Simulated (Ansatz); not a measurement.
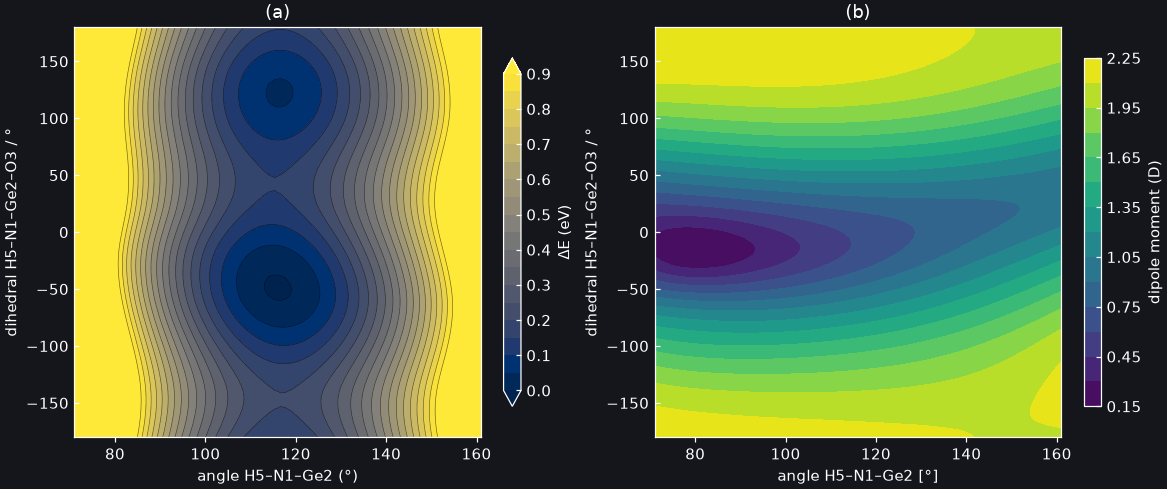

FGeH4NO, SMILES [NH2][GeH]([OH])[F]. The first coordinate is: angle H5–N1–Ge2; the second: dihedral H5–N1–Ge2–O3. Nothing is relaxed (all other coordinates rigid). The scan uses a 9 × 9 grid. Energies: eV, counted from the lowest grid point. Computed with RKS B3LYP-D4/def2-TZVP (Ansatz).

Panel (a) is the energy and panel (b) the computed dipole moment on the same grid.

In the figure: filled contours, one colour for all values above the top of the scale. Between grid points the surface is interpolated.

Q: How does the dipole moment vary over the map, and what is it at the lowest grid point?

A: Leaving out the highest fifth of the energies, it runs from 0.17 D at angle H5–N1–Ge2 = 82.3°, dihedral H5–N1–Ge2–O3 = −20° to 2.19 D at angle H5–N1–Ge2 = 82.3°, dihedral H5–N1–Ge2–O3 = −180°. At the lowest grid point, angle H5–N1–Ge2 = 116.0°, dihedral H5–N1–Ge2–O3 = −60°, it is 1.07 D.

```csv
"dihedral H5–N1–Ge2–O3 ↓, angle H5–N1–Ge2 →",71.0,82.3,93.5,104.8,116.0,127.3,138.5,149.8,161.0
140,2.16,2.16,2.16,2.16,2.13,2.09,2.04,1.97,1.89
100,1.76,1.80,1.83,1.85,1.83,1.79,1.72,1.62,1.51
60,1.14,1.20,1.25,1.29,1.29,1.27,1.22,1.15,1.07
20,0.53,0.55,0.63,0.71,0.77,0.81,0.85,0.89,0.96
−20,0.29,0.17,0.31,0.48,0.64,0.79,0.94,1.11,1.29
−60,0.96,0.88,0.90,0.97,1.07,1.20,1.35,1.53,1.73
−100,1.59,1.52,1.50,1.53,1.58,1.66,1.76,1.89,2.04
−140,2.01,1.97,1.95,1.94,1.95,1.97,2.01,2.06,2.14
−180,2.21,2.19,2.17,2.16,2.15,2.13,2.11,2.09,2.08
```
